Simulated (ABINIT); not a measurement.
# Quasiparticle gap of SnO2 (Cassiterite) in ABINIT, part 3 of 3

How does a plane-wave GW calculation on SnO2 (Cassiterite) run from the first input to the gap?

ABINIT 10.8.3; LDA and many-body steps on it, plane waves. Known limits of the many-body steps: not at the basis limit; no spin-orbit coupling; coarse k mesh.

So far. Step 3 (Bands along the symmetry lines): The gap is 1.138 eV, as in the run before at this level. Step 4 (Empty states on the mesh, 2×2×4 mesh, 144 bands): On this mesh the gap is 1.138 eV.

## 5. Screening, 2×2×4 mesh, 132 bands, screening to 106.1 eV

The RPA dielectric matrix is built and inverted for each q.

This step: RPA screening on LDA, plane waves, norm-conserving pseudopotentials.

Input file run.abi:

```
acell 3*1.0 Angstrom
rprim 
  4.738000000000 0.000000000000 0.000000000000
  0.000000000000 4.738000000000 0.000000000000
  0.000000000000 0.000000000000 3.186500000000
ntypat 2
znucl 50 8
natom 6
typat 1 1 2 2 2 2
xred 
  0.000000000000 0.000000000000 0.000000000000
  0.500000000000 0.500000000000 0.500000000000
  0.307100000000 0.307100000000 0.000000000000
  0.192900000000 0.807100000000 0.500000000000
  0.692900000000 0.692900000000 0.000000000000
  0.807100000000 0.192900000000 0.500000000000
pp_dirpath "pseudos"
pseudos "Sn.upf, O.upf"
ecut 42
ngkpt 2 2 4
nshiftk 1
shiftk 0 0 0
kptopt 1
chksymbreak 0
istwfk *1
occopt 1
irdwfk 1
optdriver 3
nband 132
ecuteps 3.9
inclvkb 2
awtr 1
symchi 1
indata_prefix "in"
outdata_prefix "out"
tmpdata_prefix "tmp"
```

On the command line:

```console
$ OMP_NUM_THREADS=1 mpirun -n 8 abinit run.abi > log
```

Numbers of over 12 decimals in the logs are rounded to 6 here.

Log:

```text
.Version 10.8.3 of ABINIT. v10.8.2 released Aug 2026.

 Symmetries : space group P4_2/m n m (#136); Bravais tP (primitive tetrag.)
[... echo of the input left out ...]
== DATASET  1 ==================================================================
-   mpi_nproc: 8, omp_nthreads: 1 (-1 if OMP is not activated)

--- !DatasetInfo
iteration_state: {dtset: 1, }
dimensions: {natom: 6, nkpt: 9, mband: 132, nsppol: 1, nspinor: 1, nspden: 1, mpw: 6312, }
cutoff_energies: {ecut:  42.0, pawecutdg:  -1.0, }
electrons: {nelect:   6.80000000E+01, charge:   0.00000000E+00, occopt:   1.00000000E+00, tsmear:   1.00000000E-02, }

 SCREENING: Calculation of the susceptibility and dielectric matrices

 Based on a program developped by R.W. Godby, V. Olevano, G. Onida, and L. Reining.
 Incorporated in ABINIT by V. Olevano, G.-M. Rignanese, and M. Torrent.
.Using double precision arithmetic ; gwpc =  8

[... cell and pseudopotentials left out ...]
--------------------------------------------------------------------------------

 ==== K-mesh for the wavefunctions ====
 Number of points in the irreducible wedge :     9
[... list of points left out ...]
 Together with 16 symmetry operations and time-reversal symmetry
 yields    16 points in the full Brillouin Zone.

 ==== Q-mesh for the screening function ====
 Number of points in the irreducible wedge :     9
[... list of points left out ...]
 Together with 16 symmetry operations and time-reversal symmetry
 yields    16 points in the full Brillouin Zone.

 setmesh: FFT mesh size selected  =    36x   36x   24
          total number of points  =        31104

 vcoul_init : cutoff-mode = AUXILIARY_FUNCTION
 q-points for optical limit:   1
     1)      0.000010    0.000020    0.000030

- screening: taking advantage of time-reversal symmetry
- Maximum band index for partially occupied states nbvw = 34
- Remaining bands to be divided among processors   nbcw = 98
- Number of bands treated by each node ~12

 Number of electrons calculated from density =   68.0000; Expected =   68.0000
 average of density, n =  0.140867
 r_s =    1.1923
 omega_plasma =   36.2043 [eV]

 calculating chi0 at frequencies [eV] :
  1    0.000000E+00    0.000000E+00
  2    0.000000E+00    3.620427E+01

--------------------------------------------------------------------------------
  q-point number  1        q = ( 0.000000, 0.000000, 0.000000) [r.l.u.]
--------------------------------------------------------------------------------
[... chi0 elements left out ...]
 For q-point:  0.000010 0.000020 0.000030
  dielectric constant =   5.4216
  dielectric constant without local fields =   5.6509

  Average fulfillment of the sum rule on Im[epsilon] for q-point    1 :     51.15  [%]
[... wings left out ...]
  q-point number  2        q = ( 0.500000, 0.000000, 0.000000) [r.l.u.]
--------------------------------------------------------------------------------
[... chi0 elements left out ...]
  Average fulfillment of the sum rule on Im[epsilon] for q-point    2 :     59.48  [%]

 [... 7 further q-points ...]
```

It took 45 s on 8 MPI ranks of Arm Neoverse V2, shared host; peak memory 2.8 GiB.

This step gave:

| Item | Value |
| --- | --- |
| ε∞ with local fields, on this mesh, along the program's q direction | 5.422 |
| the same without local fields | 5.651 |
| plasma frequency | 36.20 eV |
| plane waves in the screening matrix | 177 |

Local fields lower ε∞ by 4 %. On a Γ-centred mesh this coarse the value itself is usually too large, while a short band sum pulls it down.

## 6. Self-energy, 2×2×4 mesh, 132 bands, screening to 106.1 eV

The self-energy is evaluated for the states that the input lists, and the levels follow from it, in one-shot runs by the linearised quasiparticle equation.

This step: G0W0 on LDA, plane waves, norm-conserving pseudopotentials.

run.abi, as its differences from that of step 5:

```diff
@@ -27,8 +27,25 @@
 irdwfk 1
-optdriver 3
+optdriver 4
 nband 132
+gwcalctyp 0
+ecutsigx 42
+symsigma 1
+nkptgw 6
+kptgw 
+  0.0000000000 0.0000000000 0.0000000000
+  0.5000000000 0.0000000000 0.0000000000
+  0.5000000000 0.5000000000 0.0000000000
+  0.0000000000 0.0000000000 0.5000000000
+  0.5000000000 0.0000000000 0.5000000000
+  0.5000000000 0.5000000000 0.5000000000
+bdgw 
+  32 36
+  33 36
+  33 36
+  33 36
+  33 36
+  33 36
 ecuteps 3.9
-inclvkb 2
-awtr 1
-symchi 1
+irdscr 1
+ppmodel 1
 indata_prefix "in"
```

Log:

```text
.Version 10.8.3 of ABINIT. v10.8.2 released Aug 2026.

 Symmetries : space group P4_2/m n m (#136); Bravais tP (primitive tetrag.)
[... echo of the input left out ...]
== DATASET  1 ==================================================================
-   mpi_nproc: 8, omp_nthreads: 1 (-1 if OMP is not activated)

--- !DatasetInfo
iteration_state: {dtset: 1, }
dimensions: {natom: 6, nkpt: 9, mband: 132, nsppol: 1, nspinor: 1, nspden: 1, mpw: 6312, }
cutoff_energies: {ecut:  42.0, pawecutdg:  -1.0, }
electrons: {nelect:   6.80000000E+01, charge:   0.00000000E+00, occopt:   1.00000000E+00, tsmear:   1.00000000E-02, }

 SIGMA: Calculation of the GW corrections

 Based on a program developped by R.W. Godby, V. Olevano, G. Onida, and L. Reining.
 Incorporated in ABINIT by V. Olevano, G.-M. Rignanese, and M. Torrent.
.Using double precision arithmetic ; gwpc =  8

[... cell and pseudopotentials left out ...]
--------------------------------------------------------------------------------

 ==== K-mesh for the wavefunctions ====
 Number of points in the irreducible wedge :     9
[... list of points left out ...]
 Together with 16 symmetry operations and time-reversal symmetry
 yields    16 points in the full Brillouin Zone.

 ==== Q-mesh for screening function ====
 Number of points in the irreducible wedge :     9
[... list of points left out ...]
 Together with 16 symmetry operations and time-reversal symmetry
 yields    16 points in the full Brillouin Zone.

 vcoul_init : cutoff-mode = AUXILIARY_FUNCTION
 q-points for optical limit:   1
     1)      0.000010    0.000020    0.000030
 setmesh: FFT mesh size selected  =    54x   54x   36
          total number of points  =       104976

 Number of electrons calculated from density =   68.0000; Expected =   68.0000
 average of density, n =  0.140867
 r_s =    1.1923
 omega_plasma =   36.2043 [eV]

 === KS Band Gaps ===
  >>>> For spin  1
   Minimum direct gap =   1.1376 [eV], located at k-point      :   0.0000  0.0000  0.0000
   Fundamental gap    =   1.1376 [eV], Top of valence bands at :   0.0000  0.0000  0.0000
                                       Bottom of conduction at :   0.0000  0.0000  0.0000
 SIGMA fundamental parameters:
 PLASMON POLE MODEL  1
 number of plane-waves for SigmaX                 6273
 number of plane-waves for SigmaC and W            177
 number of plane-waves for wavefunctions          6273
 number of bands                                   132
 number of independent spin polarizations            1
 number of spinorial components                      1
 number of k-points in IBZ                           9
 number of q-points in IBZ                           9
 number of symmetry operations                      16
 number of k-points in BZ                           16
 number of q-points in BZ                           16
 number of frequencies for dSigma/dE                 9
 frequency step for dSigma/dE [eV]                0.25
 number of omega for Sigma on real axis              0
 max omega for Sigma on real axis  [eV]           0.00
 zcut for avoiding poles [eV]                     0.10

 EPSILON^-1 parameters (SCR file):
 dimension of the eps^-1 matrix on file            177
 dimension of the eps^-1 matrix used               177
 number of plane-waves for wavefunctions          6273
 number of bands                                   132
 number of q-points in IBZ                           9
 number of frequencies                               2
 number of real frequencies                          1
 number of imag frequencies                          1

 matrix elements of self-energy operator (all in [eV])

 Perturbative Calculation

--- !SelfEnergy_ee
iteration_state: {dtset: 1, }
kpoint     : [   0.000,    0.000,    0.000, ]
spin       : 1
KS_gap     :    1.138
QP_gap     :    2.906
Delta_QP_KS:    1.768
data: !SigmaeeData |
     Band     E0 <VxcDFT>   SigX SigC(E0)      Z dSigC/dE  Sig(E)    E-E0       E
       32   5.589 -19.782 -25.442   5.126   0.792  -0.262 -20.205  -0.423   5.167
       33   5.589 -19.782 -25.442   5.126   0.792  -0.262 -20.205  -0.423   5.167
       34   6.377 -20.073 -26.037   5.382   0.792  -0.262 -20.534  -0.461   5.916
       35   7.515 -17.066 -12.516  -2.999   0.843  -0.187 -15.759   1.307   8.822
       36  12.261 -16.696 -10.729  -3.822   0.844  -0.185 -14.886   1.810  14.071

--- !SelfEnergy_ee
iteration_state: {dtset: 1, }
kpoint     : [   0.500,    0.000,    0.000, ]
spin       : 1
KS_gap     :    4.921
QP_gap     :    7.009
Delta_QP_KS:    2.088
data: !SigmaeeData |
     Band     E0 <VxcDFT>   SigX SigC(E0)      Z dSigC/dE  Sig(E)    E-E0       E
       33   5.728 -19.682 -25.418   5.154   0.793  -0.261 -20.144  -0.462   5.266
       34   5.728 -19.682 -25.418   5.154   0.793  -0.261 -20.144  -0.462   5.266
       35  10.649 -18.349 -13.333  -3.056   0.830  -0.205 -16.723   1.626  12.275
       36  10.649 -18.349 -13.333  -3.056   0.830  -0.205 -16.723   1.626  12.275

--- !SelfEnergy_ee
iteration_state: {dtset: 1, }
kpoint     : [   0.500,    0.500,    0.000, ]
spin       : 1
KS_gap     :    5.545
QP_gap     :    7.899
Delta_QP_KS:    2.354
data: !SigmaeeData |
     Band     E0 <VxcDFT>   SigX SigC(E0)      Z dSigC/dE  Sig(E)    E-E0       E
       33   5.466 -19.283 -25.441   5.416   0.793  -0.261 -19.872  -0.589   4.877
[...]
--- !SelfEnergy_ee
iteration_state: {dtset: 1, }
kpoint     : [   0.000,    0.000,    0.500, ]
spin       : 1
KS_gap     :    7.273
QP_gap     :    9.972
Delta_QP_KS:    2.699
data: !SigmaeeData |
     Band     E0 <VxcDFT>   SigX SigC(E0)      Z dSigC/dE  Sig(E)    E-E0       E
[...]
--- !SelfEnergy_ee
iteration_state: {dtset: 1, }
kpoint     : [   0.500,    0.000,    0.500, ]
spin       : 1
KS_gap     :    7.001
QP_gap     :    9.403
Delta_QP_KS:    2.402
data: !SigmaeeData |
     Band     E0 <VxcDFT>   SigX SigC(E0)      Z dSigC/dE  Sig(E)    E-E0       E
[...]
36  12.637 -19.462 -13.294  -3.616   0.823  -0.215 -17.362   2.100  14.738

--- !SelfEnergy_ee
iteration_state: {dtset: 1, }
kpoint     : [   0.500,    0.500,    0.500, ]
spin       : 1
KS_gap     :    5.540
QP_gap     :    7.897
Delta_QP_KS:    2.357
data: !SigmaeeData |
     Band     E0 <VxcDFT>   SigX SigC(E0)      Z dSigC/dE  Sig(E)    E-E0       E
       33   5.540 -19.342 -25.521   5.460   0.791  -0.264 -19.911  -0.569   4.970
       34   5.540 -19.342 -25.521   5.460   0.791  -0.264 -19.911  -0.569   4.970
       35  11.080 -17.460 -11.823  -3.503   0.838  -0.194 -15.672   1.788  12.868
       36  11.080 -17.460 -11.823  -3.503   0.838  -0.194 -15.672   1.788  12.868

== END DATASET(S) ==============================================================
================================================================================

 -outvars: echo values of variables after computation  --------
           etotal      0.0000000000E+00
            nband         132
             nkpt           9
          spgroup         136
 [... the other variables as echoed above ...]

 Calculation completed.
```

It took 11 s on 8 MPI ranks; peak memory 1.7 GiB.

This step gave:

```yaml
g0w0_gap_on_the_mesh: 2.906 eV
starting_gap_on_the_mesh: 1.138 eV
k_of_the_valence_top: 0, 0, 0
k_of_the_conduction_bottom: 0, 0, 0
z_at_the_valence_top: 0.792
z_at_the_conduction_bottom: 0.843
least_direct_g0w0_gap_on_the_computed_points: 2.906 eV
```

The gap on the mesh goes from 1.14 eV to 2.91 eV, a correction of +1.77 eV.

Limits: finite bands, cutoff and mesh; no spin-orbit coupling; coarse k mesh. v1 is the top filled band, c1 the lowest empty one. Levels before and after the correction, in eV, zero at the valence-band top of each column:

```
           conduction bottom  valence top
Kohn-Sham               1.14         0.00
     G0W0               2.91         0.00
```

```
             level  energy (eV)
Kohn-Sham  Γ v3-v2       -0.788
Kohn-Sham     Γ v1        0.000
Kohn-Sham     Γ c1        1.138
Kohn-Sham     Γ c2        5.884
     G0W0  Γ v3-v2       -0.749
     G0W0     Γ v1        0.000
     G0W0     Γ c1        2.906
     G0W0     Γ c2        8.155
```

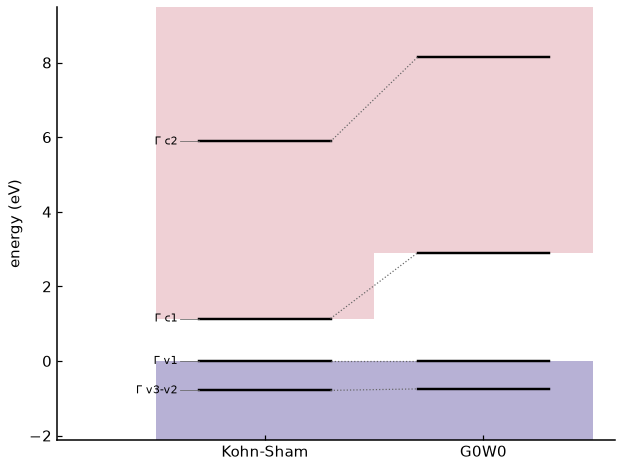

Levels before and after the correction. Shaded: valence and conduction bands.

## 7. Where the time went

Times are wall times on 8 MPI ranks of Arm Neoverse V2, shared host, good to a factor of about two.

```
                          step  time  share  memory (GiB)
                  ground state  38 s   19 %          0.72
bands along the symmetry lines  48 s   24 %          0.86
      empty states on the mesh  60 s   30 %          0.69
                     screening  45 s   22 %           2.8
                   self-energy  11 s    5 %           1.7
```

## 8. Results

```json
{
  "LDA gap": "1.14 eV, direct",
  "G0W0 gap on the mesh": "2.91 eV",
  "GW settings": "2×2×4 mesh, 132 bands, screening to 106.1 eV, Godby-Needs plasmon pole",
  "known limits": "not at the basis limit; no spin-orbit coupling; coarse k mesh"
}
```

G0W0 moves the gap on the mesh from 1.14 eV to 2.91 eV (+1.77 eV), with Z of 0.79 and 0.84 at the edges. Local fields lower the RPA ε∞ on this mesh from 5.65 to 5.42; a Γ-centred mesh this coarse tends to raise both, most where the direct gap is narrow, while a short band sum lowers them. Against experiment, by G0W0@LDA: the gap of 2.91 eV lies −0.69 eV from the measured 3.6 eV (kind not stated, quoted 2022). The calculation has static nuclei and no excitons; a measured gap holds zero-point and thermal motion, which mostly lowers it. Against the values above the computed gap that would widen the miss. An edge that is forbidden or weak in absorption could explain it, and so could too strong a screening: the start's gap is only 1.14 eV, the mesh is coarse, and one shot does not repair that. Bands and cutoff are finite, so the gap is not at the basis limit. The miss can reach some tenths of an eV and take either sign; the mesh is an error of its own. The 2×2×4 mesh is coarse for this cell, which bears on the long-range parts of exchange and screening. The many-body steps are scalar-relativistic: spin-orbit coupling is not in them.

[Paths, hosts, dates, memory and timing lines, banners, echoed tables and standing remarks are left out of the program output.]

[Logs are printed without paths, hosts, clocks, repeated set-up lines and the standing remarks that a program may print on its own settings, such as how far it seeks lower states.]

[Runs of the session that timed out or met a known fault of the program may be left out.]

[Hosts, paths, dates, database ids (printed as entryN), source tags and the programs' standing remarks are cut or masked in the printed files.]

[G0W0 gaps are taken among the corrected bands and points alone; a level outside them can change the order at an edge.]

[Where Ansatz stands beside ABINIT at settings called matched, ABINIT's density can come from a denser mesh and the files from another edition; pairs whose starting gaps differed by over 0.03 eV were left out, so agreement reads better than it is.]
